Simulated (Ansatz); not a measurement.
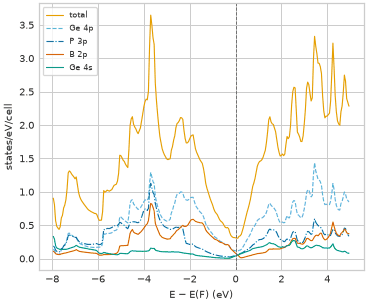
Fig. 1. Total and projected density of states of Ge2BP in space group R3m (No. 160; B on 3a, P on 3a, Ge on 3a, Ge on 3a), PBE (plane waves, PAW; program Ansatz)

### Question
Which orbitals carry the states next to the Fermi level?

### Answer
Within 0.5 eV of the Fermi level: Ge 4p 41 %, B 2p 24 %, P 3p 14 %, Ge 4s 10 %, outside the projected shells 6 %. Projections are on Löwdin-orthogonalised atomic valence shells; empty p or d shells of many metals are not among them.

### Question
Where is the tallest occupied peak in this window, and what makes it?

### Answer
Near -3.7 eV, about 3.6 states/eV per cell; the largest projected share is Ge 4p.

The start of the workflow was typed in or built on a structure type; neither database checked (COD, Materials Project) lists it. Its standing as an ambient phase is unchecked. Symmetry was held in the PBE relaxation; its stability against distortions is not shown here. The volume moved by 18 % from the start of the relaxation. Spin–orbit coupling is left out wherever it is not named.

Potentials: the earlier of the program's two PAW sets.
